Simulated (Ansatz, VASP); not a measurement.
**SrTlBr3 in two plane-wave programs**

Wanted: the spread between two codes on one cell, functional and k mesh. The cell is invented: As first built, before any earlier steps moved the atoms: it takes the RbSrCl3 structure with some of its atoms replaced by other elements, volume scaled by an estimate. It may not be a known or stable phase. The cell comes out of the VASP series on this material, whose earlier steps may have relaxed, scaled or displaced it; both programs get it as it stands.

Main program and level: Ansatz 0.2.0; plane waves, with VASP 6.6.1 beside it; single point at BLYP, band structure at BLYP and electric field gradients at BLYP.

## (1) The structure

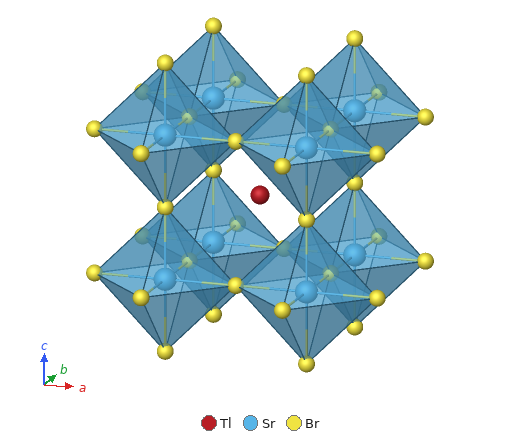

The cell as given, slightly off an axis (thallium red, strontium blue, bromine yellow). Some periodic images of atoms are drawn too.

## (2) Ansatz: single point, BLYP

Ansatz runs on its default PAW (the set named soft_2) files.

With cell and atoms fixed, the geometry can't cause a difference; cores, projectors, grids and the points listed under the comparison can.

input.yaml reads:

```yaml
crystal:
  lattice:
    - [6.0756620906, 0.0, 0.0]
    - [0.0, 6.0756620906, 0.0]
    - [0.0, 0.0, 6.0756620906]
  atoms:
    - { symbol: Tl, position: [0.5, 0.5, 0.5] }
    - { symbol: Sr, position: [0.0, 0.0, 0.0] }
    - { symbol: Br, position: [0.5, 0.0, 0.0] }
    - { symbol: Br, position: [0.0, 0.5, 0.0] }
    - { symbol: Br, position: [0.0, 0.0, 0.5] }
hamiltonian:
  xc: blyp
  pseudopotentials: { kind: paw }
kpoints:
  mp_grid: { grid: [5, 5, 5] }
scf:
  occupations: { method: gaussian, width: 0.05 }
  n_extra_bands: 5
output:
  forces: true
  stress: true
  eigenvalues: true
  write_density: true
  write_potential: true
  elf: true
  volumetric_format: npy
```

The run is started by

```
> ansatz run input.yaml --threads 2 --pin off --max-ram 4608MiB --backend cpu --events-out ev --progress --plain --runs-dir out
```

Numbers of over 12 decimals in the logs are rounded to 6 here.

Log:

```text
scf.n_extra_bands = 5 over 22 filled bands (N_el = 44.0): the run solves 27 bands
Engine: ansatz 0.2.0, aarch64-unknown-linux-gnu
Pseudopotentials: kind: paw
Pseudopotential: Tl, paw, valence charge 13, recommended cutoff 420 eV (normal), Tl.paw.azcp
Pseudopotential: Sr, paw, valence charge 10, recommended cutoff 420 eV (normal), Sr.paw.azcp
Pseudopotential: Br, paw, valence charge 7, recommended cutoff 420 eV (normal), Br.paw.azcp
Functional definition: BLYP
  parameter beta = 0.0042
  parameter a = 0.04918
  parameter b = 0.132
  parameter c = 0.2533
  parameter d = 0.349
  exchange = b88_x(beta = beta)
  correlation = lyp_c(a = a, b = b, c = c, d = d)
Crystal: 5 atoms, lattice volume = 224.275 Å³
Basis set: ecut = 420 eV, 4385 PW (Γ), exchange–correlation on 90×90×90 points (8 copies of the dense FFT grid, shifted against one another)
Bands: 27, of which v1, the nominal top of the filled ones, is band 22 counted from 1 (21 counted from 0)
Symmetry: 48 space group operations
Space group: Pm-3m (ITA 221), of the structure as read, at distance tolerance 6.1e-5 Å
k-points: 10 of 125
Non-local potential: Tl, projectors of the file, l = 0: 2, l = 1: 2, l = 2: 2, l = 3: 1
Non-local potential: Sr, projectors of the file, l = 0: 3, l = 1: 2, l = 2: 2
Non-local potential: Br, projectors of the file, l = 0: 2, l = 1: 2, l = 2: 2
PAW form: soft (Blöchl's): semilocal exchange-correlation on the pseudo side does not see the compensation charge
PAW frozen core: Tl, regenerated for the run's functional, and the local potential with it (the file was generated under x = pbe(κ = 0.804, μ = 0.219515), c = pbe(β = 0.066725))
PAW frozen core: Sr, regenerated for the run's functional, and the local potential with it (the file was generated under x = pbe(κ = 0.804, μ = 0.219515), c = pbe(β = 0.066725))
PAW frozen core: Br, regenerated for the run's functional, and the local potential with it (the file was generated under x = pbe(κ = 0.804, μ = 0.219515), c = pbe(β = 0.066725))
PAW one-centre angular grid: Tl, 590 points (default); XC on 64 Gauss nodes
PAW one-centre angular grid: Sr, 110 points (default); XC on 64 Gauss nodes
PAW one-centre angular grid: Br, 110 points (default); XC on 64 Gauss nodes
Initial density: superposition of atomic densities (neutral atoms: chi_scale 0, normalization atom), corrected by the library's trained network
Initial wavefunctions: pseudopotential atomic-orbital guess
Functional: x = b88, c = lyp
SCF iter   1: F=—  HF=-23421.409900 eV  |F-HF|=—  |Δ(HF+E_count)|=         —  Δρ=3.69e-3  dr2=3.35e-2  ethr=1.77e-3  ⟨swp⟩=11.3  Hψ=1571  notcnv=0
preconditioner: auto → Resta (q_TF=auto, 2.080 Å⁻¹)  ε∞=2.9  [insulator: Δε(μ)=3.218 eV  Ē_g=11.701 eV  σ=0.050 eV  W_gap=1.00  n_scr=32 (ndim 8)  ℏωp=16.1 eV  f_vac=0.066  D(μ)=0.00/eV (n_scr^D=0)  ε∞_Penn≈2.9]
SCF iter   2: F=—  HF=-23421.401349 eV  |F-HF|=—  |Δ(HF+E_count)|=   8.55e-3  Δρ=1.10e-3  dr2=2.17e-3  ethr=7.60e-5  ⟨swp⟩=2.0  Hψ=543  notcnv=0  defer=3
SCF iter   3: F=—  HF=-23421.400973 eV  |F-HF|=—  |Δ(HF+E_count)|=   3.77e-4  Δρ=2.69e-4  dr2=8.92e-5  ethr=4.92e-6  ⟨swp⟩=2.3  Hψ=476  notcnv=0  defer=3
SCF iter   4: F=—  HF=-23421.400873 eV  |F-HF|=—  |Δ(HF+E_count)|=   9.98e-5  Δρ=4.29e-5  dr2=3.43e-6  ethr=2.03e-7  ⟨swp⟩=2.1  Hψ=468  notcnv=0  defer=3
SCF iter   5: F=—  HF=-23421.400876 eV  |F-HF|=—  |Δ(HF+E_count)|=   2.93e-6  Δρ=7.88e-6  dr2=1.50e-7  ethr=7.80e-9  ⟨swp⟩=2.0  Hψ=465  notcnv=0  defer=3
SCF iter   6: F=-23421.400876 eV  HF=-23421.400876 eV  |F-HF|=1.84e-8  |Δ(HF+E_count)|=   9.71e-8  Δρ=2.03e-6  dr2=1.09e-8  ethr=2.27e-10  ⟨swp⟩=16.0  Hψ=2295  notcnv=0
SCF 1 converged in 6 iterations: F = -23421.400876 eV  dr2 = 1.09e-8
  greatest PAW one-centre occupation: 0.987 electrons in one spin orbital (limit 2), on the Sr atom at site 1 (counted from 0), in its partial waves of l = 0
SCF converged after 6 iterations
Free energy (F): -23421.400876 eV
Harris-Foulkes:  -23421.400876 eV  (|F-HF|=1.84e-8)
Internal energy: -23421.400876 eV  (E = F + TS)
E sigma→0 (E₀):  -23421.400876 eV
Fermi energy:    2.851718 eV
--- Per-component energies (eV) ---
  E_band       = -303.428179
  E_kinetic    = 975.384339
  E_local      = -2908.327939  (includes V_loc(G=0)·N_el)
  E_nonlocal   = 733.236048
  E_hartree    = 921.227010
  E_xc         = -1190.922253
  E_vxc        = -602.189534  (∫ρ·V_xc dr)
  E_paw        = -19678.766236  (= ΣΔE_a)
  E_vpaw       = -343.983170  (= ΣTr[D̂ρ^β])
  E_aug_tail   = 0.000027  (compensation charges beyond the density's cutoff)
  E_ewald      = -2273.389598
  E_core_change = 0.157726  (= ΣΔE_core)
  E_smearing   = -0.000000  (= −TS)
  E_closure    = -0.000000  (closes the sum)
  Σ components = -23421.400876   (vs F -23421.400876, Δ=0.00e0)
--- Forces (eV/Å), atoms counted from 1 ---
  atom   1  Tl     0.00000000    -0.00000000     0.00000000
  atom   2  Sr    -0.00000000     0.00000000     0.00000000
  atom   3  Br    -0.00000000    -0.00000000    -0.00000000
  atom   4  Br     0.00000000    -0.00000000    -0.00000000
  atom   5  Br     0.00000000    -0.00000000    -0.00000000
  max |Σ_I F_I| component: 1.95e-28 eV/Å
--- Stress (GPa, compression-positive) ---
        0.016225      -0.000000       0.000000
        0.000000       0.016225       0.000000
        0.000000      -0.000000       0.016225
  P = ⅓ Tr σ = 0.0162 GPa (0.162 kbar)
--- Band table (eV; the first three rows and the last of 10) ---
  k-point 0: bands = [... 18 lower, 0.9360, 1.0440, 1.0440, 1.0440, 5.4506, 5.4506, 5.4506, 6.6426, ... 1 higher]
  k-point 1: bands = [... 18 lower, 0.8758, 0.9105, 1.0253, 1.0253, 4.9463, 5.3347, 5.3347, 6.7151, ... 1 higher]
  k-point 2: bands = [... 18 lower, 0.7823, 0.8702, 1.0321, 1.0321, 4.4091, 5.1767, 5.1767, 6.7667, ... 1 higher]
  k-point 9: bands = [... 18 lower, 0.1404, 1.2705, 1.2705, 1.2941, 5.0734, 5.2986, 5.2986, 8.0240, ... 1 higher]
```

Elapsed: 2.8 s, on 2 threads of Arm Neoverse V2, shared host; peak memory 0.47 GiB.

The run ends at a pressure of 0.02 GPa.

## (3) VASP: single point, BLYP

The same cell, functional (in two slightly different forms), mesh and smearing now go to VASP, with its own data sets and cutoff.

Lines of VASP's logs that name or quote its potential files are left out, and so is its time.

INCAR reads:

```
SYSTEM = SrTlBr3
PREC = Accurate
ENCUT = 400
EDIFF = 1E-06
NELM = 100
ISMEAR = 0
SIGMA = 0.05
LREAL = .FALSE.
ALGO = Normal
GGA = B5
ALDAX = 1
AGGAX = 1
AGGAC = 1
ALDAC = 0
NBANDS = 28
LORBIT = 11
LWAVE = .FALSE.
LCHARG = .TRUE.
ISIF = 2
LELF = .TRUE.
LVHAR = .TRUE.
```

POSCAR reads:

```
SrTlBr3
1.0
    6.0756620906      0.0000000000      0.0000000000
    0.0000000000      6.0756620906      0.0000000000
    0.0000000000      0.0000000000      6.0756620906
Tl Sr Br
1 1 3
Direct
    0.5000000000      0.5000000000      0.5000000000
    0.0000000000      0.0000000000      0.0000000000
    0.5000000000      0.0000000000      0.0000000000
    0.0000000000      0.5000000000      0.0000000000
    0.0000000000      0.0000000000      0.5000000000
```

KPOINTS reads:

```
Automatic mesh
0
Gamma
5 5 5
0 0 0
```

Potentials, in the order of the species: Tl_d, Sr_sv and Br (PBE family, release 64).

The run is started by

```
> mpirun -np 2 vasp_std
```

Log:

```text
[banner, memory and clock lines left out]
running    2 mpi-ranks, on    1 nodes
 distrk:  each k-point on    2 cores,    1 groups
 distr:  one band on    1 cores,    2 groups

 POSCAR found type information on POSCAR TlSrBr
 POSCAR found :  3 types and       5 ions
|                                                                             |
|               ----> ADVICE to this user running VASP <----                  |
|                                                                             |
|     You enforced a specific xc type in the INCAR file but a different       |
|     [... a line on the potential file left out ...]
|     I HOPE YOU KNOW WHAT YOU ARE DOING!                                     |
|                                                                             |

 LDA part: xc-table for (Slater(with rela. corr.)+VWN5), standard interpolation
 POSCAR, INCAR and KPOINTS ok, starting setup
 FFT: planning ... GRIDC
 FFT: planning ... GRID_SOFT
 FFT: planning ... GRID
 WAVECAR not read
 entering main loop
       N       E                     dE             d eps       ncg     rms          rms(c)
DAV:   1     0.264497579269E+03    0.26450E+03   -0.16975E+04   568   0.109E+03
DAV:   2     0.507492846518E+01   -0.25942E+03   -0.25258E+03   736   0.238E+02
DAV:   3    -0.156498818714E+02   -0.20725E+02   -0.20652E+02   664   0.660E+01
DAV:   4    -0.165115628246E+02   -0.86168E+00   -0.86108E+00   976   0.111E+01
DAV:   5    -0.165184921345E+02   -0.69293E-02   -0.69264E-02   720   0.104E+00    0.146E+01
DAV:   6    -0.155149373136E+02    0.10036E+01   -0.15910E+00   660   0.501E+00    0.950E+00
DAV:   7    -0.151983149960E+02    0.31662E+00   -0.17293E+00   656   0.453E+00    0.162E+00
DAV:   8    -0.151717771556E+02    0.26538E-01   -0.27731E-01   684   0.204E+00    0.360E-01
DAV:   9    -0.151683896551E+02    0.33875E-02   -0.12986E-02   768   0.446E-01    0.271E-01
DAV:  10    -0.151680089346E+02    0.38072E-03   -0.34411E-03   672   0.269E-01    0.798E-02
DAV:  11    -0.151679140931E+02    0.94841E-04   -0.20103E-03   644   0.207E-01    0.309E-02
DAV:  12    -0.151679486605E+02   -0.34567E-04   -0.21033E-04   748   0.590E-02    0.214E-02
DAV:  13    -0.151679539443E+02   -0.52838E-05   -0.12266E-05   716   0.159E-02    0.138E-02
DAV:  14    -0.151679556122E+02   -0.16679E-05   -0.38271E-06   564   0.105E-02    0.119E-03
DAV:  15    -0.151679556059E+02    0.63092E-08   -0.13527E-07   388   0.217E-03
   1 F= -.15167956E+02 E0= -.15167956E+02  d E =-.114280E-16
```

From OUTCAR (step 3):

```text
ion  position               nearest neighbor table
   1  0.500  0.500  0.500-
   2  0.000  0.000  0.000-   3 3.04   4 3.04   5 3.04   5 3.04   4 3.04   3 3.04
   3  0.500  0.000  0.000-   2 3.04   2 3.04
   4  0.000  0.500  0.000-   2 3.04   2 3.04
   5  0.000  0.000  0.500-   2 3.04   2 3.04

  LATTYP: Found a simple cubic cell.
 ALAT       =     6.0756620906

 Subroutine GETGRP returns: Found 48 space group operations
 (whereof 48 operations were pure point group operations)

The static configuration has the point symmetry O_h .

 Found     10 irreducible k-points:

   k-points           NKPTS =     10   k-points in BZ     NKDIM =     10   number of bands    NBANDS=     28

   dimension x,y,z NGX =    40 NGY =   40 NGZ =   40
   dimension x,y,z NGXF=    80 NGYF=   80 NGZF=   80

   ENCUT  =  400.0 eV  29.40 Ry    5.42 a.u.   9.91  9.91  9.91*2*pi/ulx,y,z

   NELECT =      44.0000    total number of electrons

 k-points in reciprocal lattice and weights: Automatic mesh
   0.00000000  0.00000000  0.00000000       0.008
   0.20000000  0.00000000  0.00000000       0.048
   0.40000000  0.00000000  0.00000000       0.048
   0.20000000  0.20000000  0.00000000       0.096
   0.40000000  0.20000000  0.00000000       0.192
   0.40000000  0.40000000  0.00000000       0.096
   0.20000000  0.20000000  0.20000000       0.064
   0.40000000  0.20000000  0.20000000       0.192
   0.40000000  0.40000000  0.20000000       0.192
   0.40000000  0.40000000  0.40000000       0.064

 average (electrostatic) potential at core
       1 -90.1161       2 -40.4035       3 -63.9350       4 -63.9350       5 -63.9350

 E-fermi :  -0.6061

 k-point     1 :       0.0000    0.0000    0.0000
  band No.  band energies     occupation
    ...
     18      -1.2504      2.00000
     19      -1.2504      2.00000
     20      -1.1393      2.00000
     21      -1.1393      2.00000
     22      -1.1393      2.00000
     23       3.2692      0.00000
     24       3.2692      0.00000
     25       3.2692      0.00000
     26       4.4754      0.00000
     27       4.4754      0.00000
    ...

 k-point     2 :       0.2000    0.0000    0.0000
  band No.  band energies     occupation
    ...
     18      -1.3196      2.00000
     19      -1.3089      2.00000
     20      -1.2760      2.00000
     21      -1.1587      2.00000
     22      -1.1587      2.00000
     23       2.7649      0.00000
     24       3.1524      0.00000
     25       3.1524      0.00000
     26       4.5052      0.00000
     27       4.8162      0.00000
    ...

 k-point     3 :       0.4000    0.0000    0.0000
  band No.  band energies     occupation
    ...
     18      -1.5031      2.00000
     19      -1.4020      2.00000
     20      -1.3163      2.00000
     21      -1.1522      2.00000
     22      -1.1522      2.00000
     23       2.2261      0.00000
     24       2.9937      0.00000
     25       2.9937      0.00000
     26       4.5561      0.00000
     27       5.4616      0.00000
    ...

  Total       -0.0052341     -0.0052341     -0.0052341      0.0000000      0.0000000      0.0000000
  in kB       -0.0373913     -0.0373913     -0.0373913      0.0000000      0.0000000      0.0000000
  external PRESSURE =      -0.0373913 kB  Pullay stress =       0.0000000 kB

  energy-cutoff  :      400.00
  volume of cell :      224.27
      direct lattice vectors                 reciprocal lattice vectors
     6.075662091  0.000000000  0.000000000     0.164591115  0.000000000  0.000000000
     0.000000000  6.075662091  0.000000000     0.000000000  0.164591115  0.000000000
     0.000000000  0.000000000  6.075662091     0.000000000  0.000000000  0.164591115

 POSITION                                       TOTAL-FORCE (eV/Angst)
 -----------------------------------------------------------------------------------
      3.03783      3.03783      3.03783         0.000000      0.000000      0.000000
      0.00000      0.00000      0.00000         0.000000      0.000000      0.000000
      3.03783      0.00000      0.00000         0.000000      0.000000      0.000000
      0.00000      3.03783      0.00000         0.000000      0.000000      0.000000
      0.00000      0.00000      3.03783         0.000000      0.000000      0.000000
 -----------------------------------------------------------------------------------
    total drift:                               -0.000000      0.000000     -0.000000

  FREE ENERGIE OF THE ION-ELECTRON SYSTEM (eV)
  ---------------------------------------------------
  free  energy   TOTEN  =       -15.1679556059 eV

  energy  without entropy=      -15.1679556059  energy(sigma->0) =      -15.16795561

 total charge
# of ion       s       p       d       tot
------------------------------------------
    1        1.313   0.037   9.663  11.012
    2        2.003   5.782   0.176   7.961
    3        1.627   3.291   0.002   4.920
    4        1.627   3.291   0.002   4.920
    5        1.627   3.291   0.002   4.920
--------------------------------------------------
tot          8.196  15.693   9.844  33.732

[... 3 further parts left out ...]
```

The run ends at a pressure of 0.00 GPa.

## (4) Comparison

Known differences besides the PAW data sets themselves: the cutoff is 420 eV in Ansatz and 400 eV in VASP; Ansatz makes its cores anew for this functional, VASP keeps those of its PBE data sets; VASP leaves aspherical gradient terms in its spheres out (LASPH is not set), Ansatz keeps them; VASP's log shows a relativistic correction to its local exchange, Ansatz's none. Total energies have different zeros and are not compared.

Both answers:

```tsv
quantity	Ansatz	VASP	difference
pressure (GPa)	0.02	0.00	+0.02
gap on the k mesh (eV)	3.115	3.119	-0.004
```

Ansatz's pressure holds a Pulay correction of 0.01 GPa; VASP's holds none.

## (5) VASP: band structure, BLYP

Levels along a path test the potential and the projectors away from the mesh points.

Edit INCAR of step 3 so:

```diff
@@ -14,8 +14,6 @@
 ALDAC = 0
-NBANDS = 28
+NBANDS = 37
 LORBIT = 11
 LWAVE = .FALSE.
-LCHARG = .TRUE.
-ISIF = 2
-LELF = .TRUE.
-LVHAR = .TRUE.
+LCHARG = .FALSE.
+KPAR = 2
```

POSCAR is that of step 3.

KPOINTS is that of step 3.

KPOINTS_OPT reads:

```
Line mode
16
Line-mode
Reciprocal
  0.00000000   0.00000000   0.00000000 GAMMA
  0.00000000   0.50000000   0.00000000 X

  0.00000000   0.50000000   0.00000000 X
  0.50000000   0.50000000   0.00000000 M

  0.50000000   0.50000000   0.00000000 M
  0.00000000   0.00000000   0.00000000 GAMMA

  0.00000000   0.00000000   0.00000000 GAMMA
  0.50000000   0.50000000   0.50000000 R

  0.50000000   0.50000000   0.50000000 R
  0.00000000   0.50000000   0.00000000 X

  0.50000000   0.50000000   0.00000000 M
  0.50000000   0.50000000   0.50000000 R
```

The run is started by

```
> mpirun -np 2 vasp_std
```

Log:

```text
[banner, memory and clock lines left out]
running    2 mpi-ranks, on    1 nodes
[...]
[... a notice as in an earlier step ...]

 LDA part: xc-table for (Slater(with rela. corr.)+VWN5), standard interpolation
 POSCAR, INCAR and KPOINTS ok, starting setup
[...]
entering main loop
       N       E                     dE             d eps       ncg     rms          rms(c)
DAV:   1     0.236111041054E+03    0.23611E+03   -0.16530E+04   748   0.823E+02
DAV:   2     0.217692106607E+01   -0.23393E+03   -0.22426E+03   972   0.193E+02
DAV:   3    -0.158719832406E+02   -0.18049E+02   -0.17945E+02   984   0.488E+01
DAV:   4    -0.165139697658E+02   -0.64199E+00   -0.64029E+00  1155   0.738E+00
[...]
DAV:  13    -0.151679531936E+02   -0.34191E-05   -0.10720E-05   916   0.120E-02    0.968E-03
DAV:  14    -0.151679556181E+02   -0.24245E-05   -0.42185E-06   729   0.878E-03    0.368E-03
DAV:  15    -0.151679556383E+02   -0.20229E-07   -0.22712E-07   499   0.207E-03
   1 F= -.15167956E+02 E0= -.15167956E+02  d E =-.472310E-14
 Start KPOINTS_OPT (optional k-point list driver)
k-point batch [1-10\96]
       N       E                     dE             ncg
DAV:   1    -0.154569693070E+04   -0.35814E+04      740
DAV:   2    -0.378194152205E+04   -0.22362E+04      935
DAV:   3    -0.396712671396E+04   -0.18519E+03      990
DAV:   4    -0.397132124719E+04   -0.41945E+01     1013
DAV:   5    -0.397138212806E+04   -0.60881E-01      912
DAV:   6    -0.397138377458E+04   -0.16465E-02     1005
DAV:   7    -0.397138378630E+04   -0.11725E-04      899
DAV:   8    -0.397138378654E+04   -0.23388E-06      653
[...]
k-point batch [91-96\96]
       N       E                     dE             ncg
DAV:   1     0.254362425993E+04   -0.67922E+04      452
DAV:   2     0.120135033659E+04   -0.13423E+04      546
DAV:   3     0.110141025280E+04   -0.99940E+02      574
DAV:   4     0.109655714986E+04   -0.48531E+01      728
DAV:   5     0.109651812259E+04   -0.39027E-01      595
DAV:   6     0.109651715884E+04   -0.96375E-03      624
DAV:   7     0.109651712831E+04   -0.30535E-04      648
DAV:   8     0.109651712799E+04   -0.31551E-06      456
```

From OUTCAR (step 5):

```text
  Total       -0.0072032     -0.0072032     -0.0072032      0.0000000      0.0000000     -0.0000000
  in kB       -0.0514583     -0.0514583     -0.0514583      0.0000000      0.0000000     -0.0000000
  external PRESSURE =      -0.0514583 kB  Pullay stress =       0.0000000 kB

  FREE ENERGIE OF THE ION-ELECTRON SYSTEM (eV)
  ---------------------------------------------------
  free  energy   TOTEN  =       -15.1679556383 eV

  energy  without entropy=      -15.1679556383  energy(sigma->0) =      -15.16795564

[... 2 parts as in an earlier step ...]

[... 2 further parts left out ...]
[key lines of the parts left out:]
E-fermi :  -0.6334
```

The run ends at a pressure of -0.01 GPa.

(Continued in part 2 of 2.)

[Lines on the potential files, build, host, timing and source positions are cut from VASP's logs without a mark.]

[Logs are printed without paths, hosts, clocks, repeated set-up lines and the standing remarks that a program may print on its own settings, such as how far it seeks lower states.]

[Hosts, paths, dates, database ids (printed as entryN), source tags and the programs' standing remarks are cut or masked in the printed files.]
